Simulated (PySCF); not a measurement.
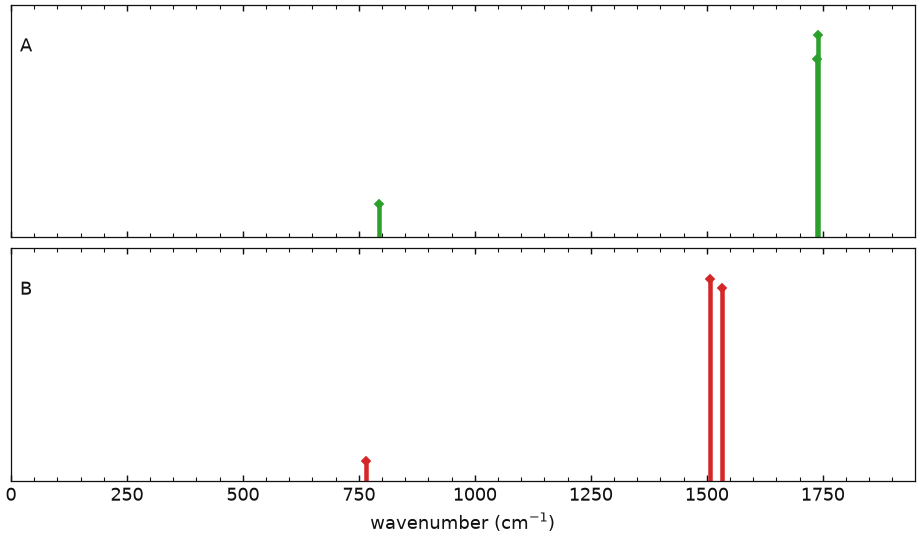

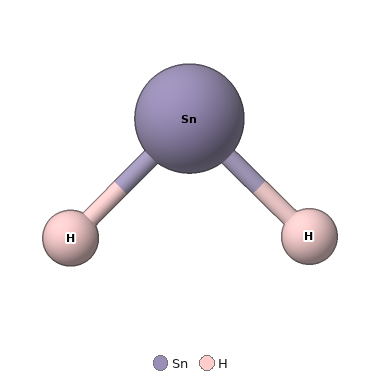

Harmonic infrared lines of SnH₂ and PbH₂, all C2v singlets, each the lowest point that its search found (SnH₂ is drawn); the central atom changes down one group of the periodic table. PBE0/x2c-TZVP, PySCF 2.14.0, unscaled, no spin-orbit coupling; each panel is scaled to its strongest line, degenerate modes are one line with their intensities summed, and dots on the axis are modes too weak to show or inactive.

**Which panel belongs to which molecule?**

A: SnH₂ (strongest line 1739.0 cm⁻¹); B: PbH₂ (strongest line 1507.8 cm⁻¹).

**How do the bond length and the stretches change along the series?**

Mean bond length: SnH₂ 1.774, PbH₂ 1.877 Å, rising down the group. Highest b2 mode: SnH₂ 1739, PbH₂ 1508 cm⁻¹, falling down the group.

Caveats, for all or some of the runs: spin-orbit coupling is left out, and with Pb it can shift these values.
